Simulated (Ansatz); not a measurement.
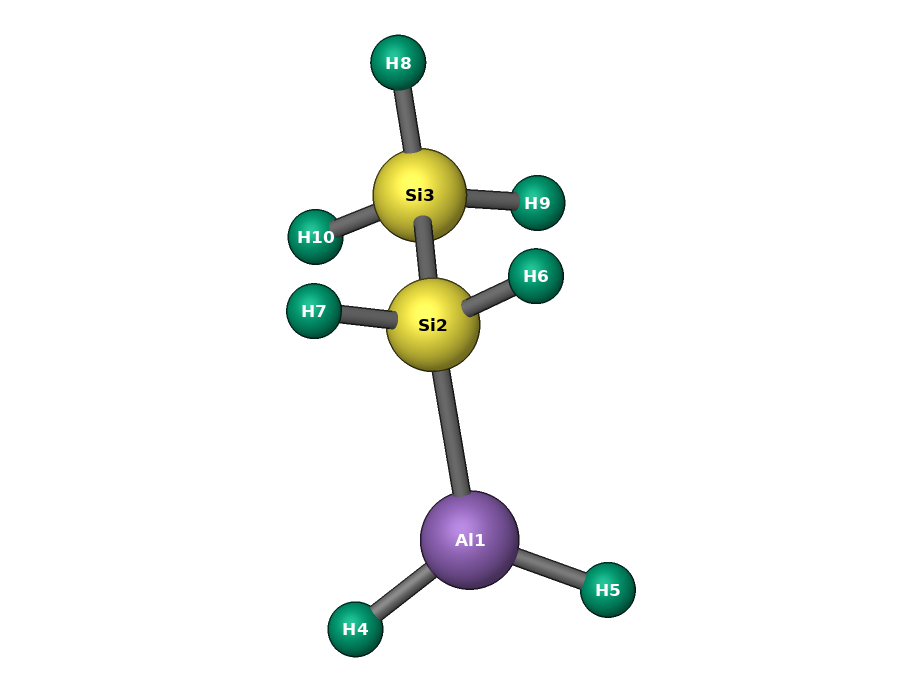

The questions are on Mulliken charges. Computed geometry: PBE0-D4/def2-TZVP optimisation. Properties computed with RKS PBE-D4/def2-TZVPP (Ansatz 0.2.0).

### Which atom carries the highest charge (most positive or least negative)?

Al1 (0.36 e).

### And the lowest?

H4, H5 (−0.11 e).

List the Mulliken charges.

```
atom  value (e)
 Al1       0.36
 Si2      −0.02
 Si3       0.09
  H4      −0.11
  H5      −0.11
  H6      −0.04
  H7      −0.04
  H8      −0.04
  H9      −0.04
 H10      −0.04
```

Mulliken values depend strongly on the basis set and can even reverse the polarity of a bond.
